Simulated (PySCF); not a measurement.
Vertical excitations of a molecule C3H9AlO from PySCF with TDDFT-PBE/def2-SVPD, as energy in eV (oscillator strength): 4.70 (0.001), 5.38 (0.069), 5.76 (0.001), 6.18 (0.009), 6.50 (0.044), 6.57 (0.035), 6.81 (0.004), 6.86 (0.001), 6.93 (0.001), 7.00 (0.002). Lowest triplet (TDA): 4.48 eV. The structure is a stationary point at PBE0-D3(BJ)/def2-SVP. One conformer was computed; it need not be the lowest.

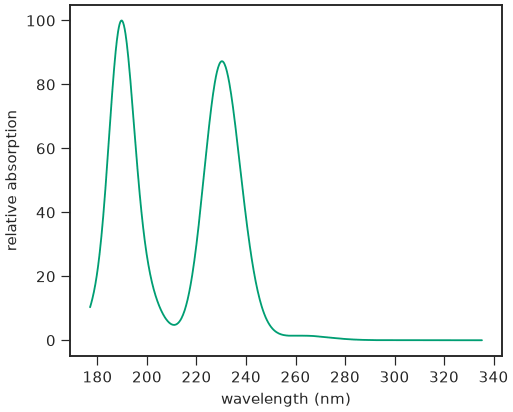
The lines broadened by 0.4 eV.

Which molecule gave these data?
A) CC[O][AlH][CH3]
B) CC(C)[O][AlH2]
C) C[CH2][AlH][O]C
D) CC[CH2][AlH][OH]

B, CC(C)[O][AlH2]
